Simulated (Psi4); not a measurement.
# TPSS/def2-TZVP (sweep point 8) run of BH3SO (SMILES OBS)

What is the vertical ionisation energy of BH3SO at TPSS/def2-TZVP (sweep point 8)? Input form: a Python script.

The calculation is run with Psi4 1.11.

### 1 The structure to begin with

BH3SO: 6 atoms, total charge 0, spin state singlet. SMILES: `OBS`. The coordinates come from a PBE0-D4/def2-TZVP relaxation. This is one conformer, not always the lowest.

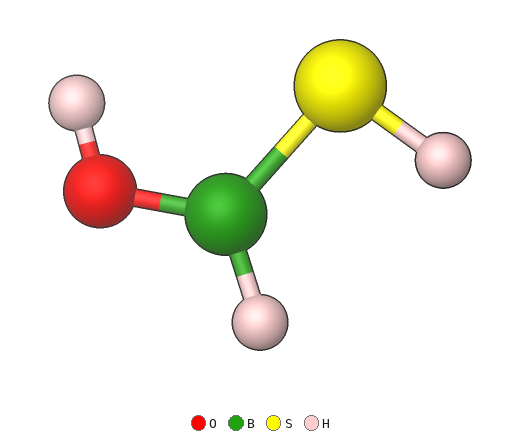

The structure, seen from a chosen angle (oxygen red, boron green, sulfur yellow, hydrogen pink).

### 2 A single-point energy at TPSS/def2-TZVP (sweep point 8)

calc.py reads:

```python
import psi4

psi4.set_memory(1600000000)
psi4.set_num_threads(1)
psi4.set_output_file('bh3os.out', False)

geom = psi4.geometry("""
0 1
O     -2.08701353    -0.17083124    -1.89312763
B      0.10317905     0.32068652    -0.67671093
S      0.63664873    -0.74171750     2.53620143
H     -3.31287887    -1.10945821    -0.93617032
H      1.68998207     1.48078939    -1.77993304
H      2.97008255     0.22034207     2.74974048
units au
symmetry c1
""")

psi4.set_options({
    'basis': 'def2-TZVP',
    'puream': True,
    'scf_type': 'pk',
    'dft_radial_points': 99,
    'dft_spherical_points': 590,
})

energy_value, wavefunction = psi4.energy('tpss', return_wfn=True)
print(f'total energy {energy_value:.8f} hartree = {energy_value * 27.211386:.5f} eV')
for k, v in sorted(psi4.core.scalar_variables().items()):
    print(f'{k:45s} {v:18.10f}')
```

On the command line:

```
python calc.py
```

bh3os.out:

```text
[...]
  Running in c1 symmetry.
[...]
  Nuclear repulsion =   88.768868558049263
[...]
  Multiplicity = 1
[...]
  Nalpha       = 16
  Nbeta        = 16
[...]
    Number of basis functions: 117
[...]
   @RKS iter   1:  -499.93983929238567   -1.66772e-01   7.50589e-03 DIIS/ADIIS
[...]
   @RKS iter   9:  -500.23696490462765   -2.66207e-07   7.37443e-07 DIIS
[...]
    Orbital Energies [Eh]
    ---------------------
    Doubly Occupied:
       1A    -88.356120     2A    -18.915650     3A     -7.739528
       4A     -6.630405     5A     -5.719254     6A     -5.714424
       7A     -5.711968     8A     -0.979015     9A     -0.690631
      10A     -0.533540    11A     -0.427587    12A     -0.384499
      13A     -0.342605    14A     -0.341029    15A     -0.281234
      16A     -0.247738
[...]
  @RKS Final Energy:  -500.23696490462765
   => Energetics <=
    Nuclear Repulsion Energy =             88.7688685580492631
    One-Electron Energy =                -865.0004485138028940
    Two-Electron Energy =                 315.5467704922857592
    DFT Exchange-Correlation Energy =     -39.5521554411597336
    Empirical Dispersion Energy =           0.0000000000000000
    VV10 Nonlocal Energy =                  0.0000000000000000
    Total Energy =                       -500.2369649046276550
[...]
 Multipole Moments:
 ------------------------------------------------------------------------------------
     Multipole            Electronic (a.u.)      Nuclear  (a.u.)        Total (a.u.)
 ------------------------------------------------------------------------------------
 L = 1.  Multiply by 2.5417464519 to convert [e a0] to [Debye]
 Dipole X            :         -0.8579396            0.7897433           -0.0681963
 Dipole Y            :         -0.6109097            0.4809352           -0.1299746
 Dipole Z            :          0.5563803           -0.3111451            0.2452352
 Magnitude           :                                                    0.2858049
[...]
```

Standard output:

```text
total energy -500.23696490 hartree = -13612.14114 eV
CURRENT ENERGY                                   -500.2369649046
CURRENT REFERENCE ENERGY                         -500.2369649046
DD SOLVATION ENERGY                                 0.0000000000
DFT FUNCTIONAL TOTAL ENERGY                      -500.2369649046
DFT TOTAL ENERGY                                 -500.2369649046
DFT VV10 ENERGY                                     0.0000000000
DFT XC ENERGY                                     -39.5521554412
GRID ELECTRONS ALPHA                               16.0000001527
GRID ELECTRONS BETA                                16.0000001527
GRID ELECTRONS TOTAL                               32.0000003055
NUCLEAR REPULSION ENERGY                           88.7688685580
ONE-ELECTRON ENERGY                              -865.0004485138
PCM POLARIZATION ENERGY                             0.0000000000
PE ENERGY                                           0.0000000000
SCF ITERATION ENERGY                             -500.2369649046
SCF ITERATIONS                                      9.0000000000
SCF TOTAL ENERGY                                 -500.2369649046
TWO-ELECTRON ENERGY                               315.5467704923
XC GRID RADIAL POINTS                              99.0000000000
XC GRID SPHERICAL POINTS                          590.0000000000
XC GRID TOTAL POINTS                           335767.0000000000
```

Run time: 23 s. Hardware: 1 thread of Intel Xeon 6975P-C (Granite Rapids), shared host; peak memory 0.71 GiB.

### 3 The doublet cation

bh3os.py reads:

```python
import psi4

psi4.set_memory('1600 MB')
psi4.set_num_threads(1)
psi4.core.set_output_file('run.log', False)

molecule = psi4.geometry("""
1 2
O     -2.08701353    -0.17083124    -1.89312763
B      0.10317905     0.32068652    -0.67671093
S      0.63664873    -0.74171750     2.53620143
H     -3.31287887    -1.10945821    -0.93617032
H      1.68998207     1.48078939    -1.77993304
H      2.97008255     0.22034207     2.74974048
units au
symmetry c1
""")

psi4.set_options({
    'basis': 'def2-TZVP',
    'reference': 'uks',
    'puream': True,
    'scf_type': 'pk',
    'dft_radial_points': 99,
    'dft_spherical_points': 590,
    'maxiter': 150,
})

result, w = psi4.energy('tpss', molecule=molecule, return_wfn=True)
print(f'total energy {result:.8f} hartree = {result * 27.211386:.5f} eV')
```

On the command line:

```
python bh3os.py
```

run.log:

```text
[...]
  Running in c1 symmetry.
[...]
  Nuclear repulsion =   88.768868558049263
[...]
  Multiplicity = 2
[...]
  Nalpha       = 16
  Nbeta        = 15
[...]
    Number of basis functions: 117
[...]
   @UKS iter   1:  -499.60567775174474    1.67390e-01   6.88498e-03 DIIS/ADIIS
[...]
   @UKS iter  11:  -499.86203353103031   -5.53453e-08   5.22796e-07 DIIS
[...]
   @S^2 Observed:                7.572434735E-01
[...]
    Orbital Energies [Eh]
    ---------------------
    Alpha Occupied:
       1A    -88.695621     2A    -19.174378     3A     -8.074973
       4A     -6.878638     5A     -6.059549     6A     -6.050678
       7A     -6.045794     8A     -1.228149     9A     -1.007187
      10A     -0.771467    11A     -0.705697    12A     -0.643316
      13A     -0.606993    14A     -0.594750    15A     -0.564828
      16A     -0.533918
    Alpha Virtual:
      17A     -0.280176    18A     -0.269060    19A     -0.183472
      20A     -0.173132    21A     -0.137333    22A     -0.102885
      23A     -0.065717    24A     -0.061638    25A     -0.036279
[...]
  @UKS Final Energy:  -499.86203353103031
   => Energetics <=
    Nuclear Repulsion Energy =             88.7688685580492631
    One-Electron Energy =                -855.9079615573516548
    Two-Electron Energy =                 306.5250021854908482
    DFT Exchange-Correlation Energy =     -39.2479427172187130
    Empirical Dispersion Energy =           0.0000000000000000
    VV10 Nonlocal Energy =                  0.0000000000000000
    Total Energy =                       -499.8620335310303062
[...]
 Multipole Moments:
 ------------------------------------------------------------------------------------
     Multipole            Electronic (a.u.)      Nuclear  (a.u.)        Total (a.u.)
 ------------------------------------------------------------------------------------
 L = 1.  Multiply by 2.5417464519 to convert [e a0] to [Debye]
 Dipole X            :         -0.4298355            0.7897433            0.3599078
 Dipole Y            :         -0.6493298            0.4809352           -0.1683946
 Dipole Z            :          1.1260427           -0.3111451            0.8148976
 Magnitude           :                                                    0.9066137
[...]
```

The script printed:

```text
total energy -499.86203353 hartree = -13601.93874 eV
```

It took 41 s on 1 thread of Intel Xeon 6975P-C (Granite Rapids), shared host; peak memory 0.72 GiB.

### 4 What came out

Level: TPSS/def2-TZVP (sweep point 8).

| quantity | value |
| --- | --- |
| singlet BH3SO: total energy | -500.23696 Eh |
| singlet BH3SO: dipole moment | 0.73 D |
| singlet BH3SO: HOMO energy | -6.74 eV |
| singlet BH3SO: LUMO energy | -0.82 eV |
| singlet BH3SO: HOMO–LUMO gap | 5.92 eV |
| doublet cation: total energy | -499.86203 Eh |
| doublet cation: HOMO energy (highest over α and β) | -14.42 eV |
| doublet cation: LUMO energy (lowest over α and β) | -13.60 eV |
| doublet cation: ⟨S²⟩ | 0.757 |
| vertical ionisation energy (to the doublet cation) | 10.202 eV |

**Reading.** Removing an electron at fixed nuclei costs 10.20 eV (984 kJ/mol). The negative HOMO energy of the first species, 6.74 eV, lies 3.46 eV below that difference.
